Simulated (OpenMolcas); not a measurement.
Relativistic diatomic calculation for MgF⁺ (part 2 of 2)

Continued. System: MgF⁺. Method: SA-CASSCF(6,7)/XMS-CASPT2 + RASSI spin-orbit (X2C scalar, AMFI), ANO-RCC-VTZP (OpenMolcas).

The program's output (extracts), continued:
```
++ Dipole transition strengths (spin-free states):
     for osc. strength at least  1.00000000E-05
      From   To        Osc. strength     Einstein coefficients Ax, Ay, Az (sec-1)    Total A (sec-1)
         1    8       4.25664708E-02  4.45527917E+07  1.46484940E+05  0.00000000E+00  4.46992766E+07
         1    9       4.25664747E-02  1.46484930E+05  4.45527957E+07  0.00000000E+00  4.46992806E+07
         1    2       8.27651862E-02  0.00000000E+00  0.00000000E+00  1.25647623E+08  1.25647623E+08
         6   10       1.82445584E-04  2.84204595E+03  1.49275109E+00  0.00000000E+00  2.84353870E+03
         6   11       1.43682651E-01  8.47368130E+07  4.45573660E+04  0.00000000E+00  8.47813704E+07
         6   12       1.49474599E-01  4.65261752E+04  9.49793444E+07  0.00000000E+00  9.50258706E+07
         6   13       1.49512347E-01  9.50515213E+07  4.65616279E+04  0.00000000E+00  9.50980829E+07
         6   14       1.53151438E-01  5.42117888E+04  1.03097403E+08  0.00000000E+00  1.03151615E+08
         7   10       1.82445784E-04  1.49274939E+00  2.84204906E+03  0.00000000E+00  2.84354181E+03
         7   11       1.43682297E-01  4.45574775E+04  8.47366041E+07  0.00000000E+00  8.47811616E+07
         7   12       1.49474648E-01  9.49793758E+07  4.65261534E+04  0.00000000E+00  9.50259019E+07
         7   13       1.49512713E-01  4.65615124E+04  9.50517545E+07  0.00000000E+00  9.50983160E+07
         7   14       1.53151387E-01  1.03097369E+08  5.42118030E+04  0.00000000E+00  1.03151580E+08
         8    2       2.58875142E-03  1.10961833E+05  3.65143701E+02  0.00000000E+00  1.11326977E+05
         8    3       1.43235371E-01  2.37234829E+05  8.80562219E+07  0.00000000E+00  8.82934568E+07
         8    4       1.43397590E-01  8.83554953E+07  2.38040356E+05  0.00000000E+00  8.85935356E+07
         8    5       1.45186151E-01  2.99956416E+05  9.12378683E+07  0.00000000E+00  9.15378247E+07
         9    2       2.58875188E-03  3.65143654E+02  1.10961853E+05  0.00000000E+00  1.11326996E+05
         9    3       1.43235704E-01  8.80564277E+07  2.37234209E+05  0.00000000E+00  8.82936619E+07
         9    4       1.43397518E-01  2.38040566E+05  8.83554506E+07  0.00000000E+00  8.85934912E+07
         9    5       1.45185824E-01  9.12376616E+07  2.99956945E+05  0.00000000E+00  9.15376185E+07
        10   11       4.08935120E-05  0.00000000E+00  0.00000000E+00  1.69237376E+04  1.69237376E+04
 Electric-quadrupole - electric-quadrupole not included
 Electric-dipole - electric-octupole not included
 Electric-dipole - magnetic-quadrupole not included
   Eigenvalues of complex Hamiltonian:
  (Shifted by EMIN (a.u.) =       -299.7043833723)
 SO State       Relative EMIN(au)   Rel lowest level(eV)    D:o, cm**(-1)      Omega
     1            -0.0000008548        0.0000000000              0.0000         0.0
     2             0.1776054738        4.8329144083          38980.0835         2.0
     3             0.1776054739        4.8329144095          38980.0835         2.0
     4             0.1780670981        4.8454758433          39081.3983         1.0
     5             0.1780670981        4.8454758433          39081.3983         1.0
     6             0.1787843073        4.8649920998          39238.8075         0.0
     7             0.1788013750        4.8654565354          39242.5535         0.0
     8             0.1808936006        4.9223888965          39701.7439         1.0
     9             0.1808936006        4.9223888965          39701.7439         1.0
    10             0.2002689178        5.4496181363          43954.1345         0.0
    11             0.2002709654        5.4496738530          43954.5839         1.0
    12             0.2002709654        5.4496738530          43954.5839         1.0
    13             0.2173852808        5.9153781016          47710.7420         0.0
    14             0.3136705379        8.5354334214          68842.9133         1.0
    15             0.3136705379        8.5354334214          68842.9133         1.0
    16             0.3136943615        8.5360816952          68848.1420         0.0
    17             0.3183463517        8.6626687956          69869.1358         2.0
    18             0.3183768973        8.6634999848          69875.8398         2.0
    19             0.3183886856        8.6638207614          69878.4270         3.0
    20             0.3183886856        8.6638207614          69878.4270         3.0
    21             0.3193970781        8.6912605169          70099.7436         1.0
    22             0.3193970781        8.6912605169          70099.7436         1.0
    23             0.3198596266        8.7038471050          70201.2612         2.0
    24             0.3199500884        8.7063086962          70221.1153         2.0
    25             0.3209000889        8.7321595260          70429.6163         0.0
    26             0.3229964859        8.7892053930          70889.7223         0.0
    27             0.3230534733        8.7907561009          70902.2296         1.0
    28             0.3230534733        8.7907561009          70902.2296         1.0
 Weights of the five most important spin-orbit-free states for each spin-orbit state.
 SO State  Total energy (au)           Spin-free states, spin, and weights
    1        -0.000001       1 0.0  1.0000    6 1.0  0.0000    7 1.0  0.0000   14 1.0  0.0000    2 0.0  0.0000
    2         0.177605       7 1.0  0.5000    6 1.0  0.5000    3 0.0  0.0000   13 1.0  0.0000   12 1.0  0.0000
    3         0.177605       7 1.0  0.5000    6 1.0  0.5000    4 0.0  0.0000   12 1.0  0.0000   13 1.0  0.0000
    4         0.178067       7 1.0  0.9542    8 0.0  0.0451   10 1.0  0.0004    9 0.0  0.0003    6 1.0  0.0000
    5         0.178067       6 1.0  0.9542    9 0.0  0.0451   10 1.0  0.0004    8 0.0  0.0003    7 1.0  0.0000
    6         0.178784       6 1.0  0.4992    7 1.0  0.4992   10 1.0  0.0015    5 0.0  0.0000   11 1.0  0.0000
    7         0.178801       6 1.0  0.4998    7 1.0  0.4998    2 0.0  0.0004    1 0.0  0.0000   14 1.0  0.0000
    8         0.180894       9 0.0  0.9537    6 1.0  0.0447   10 1.0  0.0013    7 1.0  0.0003    8 0.0  0.0000
    9         0.180894       8 0.0  0.9537    7 1.0  0.0447   10 1.0  0.0013    6 1.0  0.0003    9 0.0  0.0000
   10         0.200269      10 1.0  0.9985    7 1.0  0.0008    6 1.0  0.0008    5 0.0  0.0000   11 1.0  0.0000
   11         0.200271      10 1.0  0.9983    9 0.0  0.0005    8 0.0  0.0005    6 1.0  0.0004    7 1.0  0.0004
   12         0.200271      10 1.0  0.9983    8 0.0  0.0005    9 0.0  0.0005    7 1.0  0.0004    6 1.0  0.0004
   13         0.217385       2 0.0  0.9996    7 1.0  0.0002    6 1.0  0.0002   14 1.0  0.0000    1 0.0  0.0000
   14         0.313671      11 1.0  0.9939   14 1.0  0.0061    8 0.0  0.0000    9 0.0  0.0000    6 1.0  0.0000
   15         0.313671      11 1.0  0.9939   14 1.0  0.0061    8 0.0  0.0000    9 0.0  0.0000    6 1.0  0.0000
   16         0.313694      11 1.0  0.9953    5 0.0  0.0047   10 1.0  0.0000    6 1.0  0.0000    7 1.0  0.0000
   17         0.318346      13 1.0  0.6270    3 0.0  0.3729   12 1.0  0.0001    4 0.0  0.0000    6 1.0  0.0000
   18         0.318377      12 1.0  0.6833    4 0.0  0.3166   13 1.0  0.0001    3 0.0  0.0000    7 1.0  0.0000
   19         0.318389      12 1.0  0.5177   13 1.0  0.4823    8 0.0  0.0000    9 0.0  0.0000    7 1.0  0.0000
   20         0.318389      12 1.0  0.5177   13 1.0  0.4823    8 0.0  0.0000    9 0.0  0.0000    7 1.0  0.0000
   21         0.319397      13 1.0  0.5177   12 1.0  0.4823    9 0.0  0.0000    8 0.0  0.0000    6 1.0  0.0000
   22         0.319397      13 1.0  0.5177   12 1.0  0.4823    9 0.0  0.0000    8 0.0  0.0000    6 1.0  0.0000
   23         0.319860       3 0.0  0.6271   13 1.0  0.3729   12 1.0  0.0000    4 0.0  0.0000    7 1.0  0.0000
   24         0.319950       4 0.0  0.6834   12 1.0  0.3166   13 1.0  0.0000    3 0.0  0.0000    6 1.0  0.0000
   25         0.320900       5 0.0  0.9953   11 1.0  0.0047    6 1.0  0.0000    7 1.0  0.0000   10 1.0  0.0000
   26         0.322996      14 1.0  1.0000    2 0.0  0.0000    1 0.0  0.0000    6 1.0  0.0000    7 1.0  0.0000
   27         0.323053      14 1.0  0.9939   11 1.0  0.0061   10 1.0  0.0000    6 1.0  0.0000    7 1.0  0.0000
   28         0.323053      14 1.0  0.9939   11 1.0  0.0061   10 1.0  0.0000    6 1.0  0.0000    7 1.0  0.0000
++ Dipole transition strengths (SO states):
        for osc. strength at least   1.00000000E-05
      From   To        Osc. strength     Einstein coefficients Ax, Ay, Az (sec-1)    Total A (sec-1)
         1    4       1.93875088E-03  1.97444653E+06  7.23202047E+02  0.00000000E+00  1.97516973E+06
         1    5       1.93875106E-03  7.23201935E+02  1.97444672E+06  0.00000000E+00  1.97516992E+06
         1    7       5.19632026E-05  0.00000000E+00  0.00000000E+00  5.33768147E+04  5.33768147E+04
         1    8       4.05809320E-02  1.21994161E+05  4.25441515E+07  0.00000000E+00  4.26661456E+07
         1    9       4.05809283E-02  4.25441476E+07  1.21994169E+05  0.00000000E+00  4.26661418E+07
         1   11       4.63709271E-05  2.98789953E+04  2.98790458E+04  0.00000000E+00  5.97580410E+04
         1   12       4.63709272E-05  2.98790429E+04  2.98789982E+04  0.00000000E+00  5.97580411E+04
         1   13       8.27148721E-02  0.00000000E+00  0.00000000E+00  1.25590899E+08  1.25590899E+08
         2   11       9.47183652E-05  7.81709646E+02  7.81709263E+02  0.00000000E+00  1.56341891E+03
         2   12       9.40290894E-05  7.76019823E+02  7.76021918E+02  0.00000000E+00  1.55204174E+03
         2   14       8.36845316E-02  2.48897129E+07  2.48896500E+07  0.00000000E+00  4.97793629E+07
         2   15       8.30755503E-02  2.47085878E+07  2.47085254E+07  0.00000000E+00  4.94171131E+07
         2   19       1.50101007E-01  4.77931800E+07  4.77932465E+07  0.00000000E+00  9.55864265E+07
         2   20       1.49008706E-01  4.74453840E+07  4.74454500E+07  0.00000000E+00  9.48908340E+07
         2   21       4.73008342E-05  1.52767989E+04  1.52780905E+04  0.00000000E+00  3.05548894E+04
         2   22       4.69564520E-05  1.51655734E+04  1.51668556E+04  0.00000000E+00  3.03324290E+04
         2   27       6.51357060E-02  2.21368335E+07  2.21368353E+07  0.00000000E+00  4.42736688E+07
         2   28       6.46617065E-02  2.19757414E+07  2.19757432E+07  0.00000000E+00  4.39514846E+07
         3   11       9.40291283E-05  7.76020141E+02  7.76022235E+02  0.00000000E+00  1.55204238E+03
         3   12       9.47184040E-05  7.81709963E+02  7.81709581E+02  0.00000000E+00  1.56341954E+03
         3   14       8.30755605E-02  2.47085908E+07  2.47085284E+07  0.00000000E+00  4.94171192E+07
         3   15       8.36845418E-02  2.48897159E+07  2.48896530E+07  0.00000000E+00  4.97793689E+07
         3   19       1.49008649E-01  4.74453659E+07  4.74454319E+07  0.00000000E+00  9.48907978E+07
         3   20       1.50100950E-01  4.77931619E+07  4.77932284E+07  0.00000000E+00  9.55863903E+07
         3   21       4.70029129E-05  1.51805794E+04  1.51818620E+04  0.00000000E+00  3.03624413E+04
         3   22       4.73472951E-05  1.52918043E+04  1.52930974E+04  0.00000000E+00  3.05849017E+04
         3   27       6.46617066E-02  2.19757414E+07  2.19757432E+07  0.00000000E+00  4.39514847E+07
         3   28       6.51357061E-02  2.21368335E+07  2.21368353E+07  0.00000000E+00  4.42736689E+07
         4   10       1.75641970E-04  1.01815548E+00  2.78072051E+03  0.00000000E+00  2.78173867E+03
         4   13       1.32672383E-04  6.58748516E+03  2.40670731E+00  0.00000000E+00  6.58989186E+03
         4   16       1.40642136E-01  3.04651107E+04  8.30923674E+07  0.00000000E+00  8.31228325E+07
         4   17       1.21230453E-01  6.64674891E+04  7.65830638E+07  0.00000000E+00  7.66495313E+07
         4   18       1.27768298E-01  8.07497331E+07  6.86204536E+04  0.00000000E+00  8.08183536E+07
         4   23       2.78897836E-02  1.13734519E+04  1.80048070E+07  0.00000000E+00  1.80161804E+07
         4   24       2.13225433E-02  1.37823875E+07  9.08233576E+03  0.00000000E+00  1.37914698E+07
         4   25       3.10589371E-03  7.44337645E+02  2.03514671E+06  0.00000000E+00  2.03589105E+06
         4   26       1.46235584E-01  9.86546737E+07  3.61699521E+04  0.00000000E+00  9.86908437E+07
         5   10       1.75641777E-04  2.78071746E+03  1.01815665E+00  0.00000000E+00  2.78173561E+03
         5   13       1.32672407E-04  2.40670654E+00  6.58748634E+03  0.00000000E+00  6.58989304E+03
         5   16       1.40642493E-01  8.30925789E+07  3.04650315E+04  0.00000000E+00  8.31230439E+07
         5   17       1.21230173E-01  7.65828870E+07  6
```

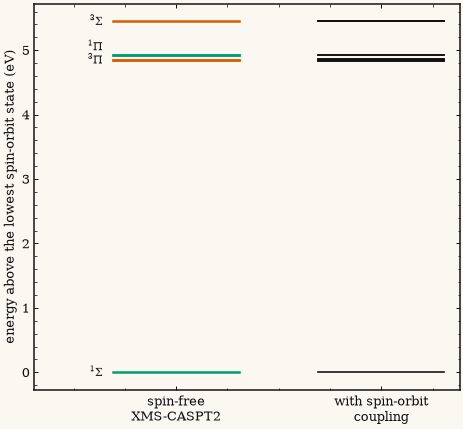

Fig. 2: States up to 5.9 eV at 1.725 Å, without spin-orbit coupling (left, a colour for each spin multiplicity) and with it (right, where close levels merge). The spin-free states run ¹Σ (0.00 eV), ³Π (4.85 eV), ¹Π (4.92 eV), ³Σ (5.45 eV) from the lowest. The lowest spin-orbit levels have |Ω| = 0 (0 cm⁻¹), 2 (38,980 cm⁻¹), 1 (39,081 cm⁻¹), 0 (39,239 cm⁻¹), 0 (39,243 cm⁻¹).

Outcome of the run: converged; components of a degenerate state are split by 34 cm⁻¹.
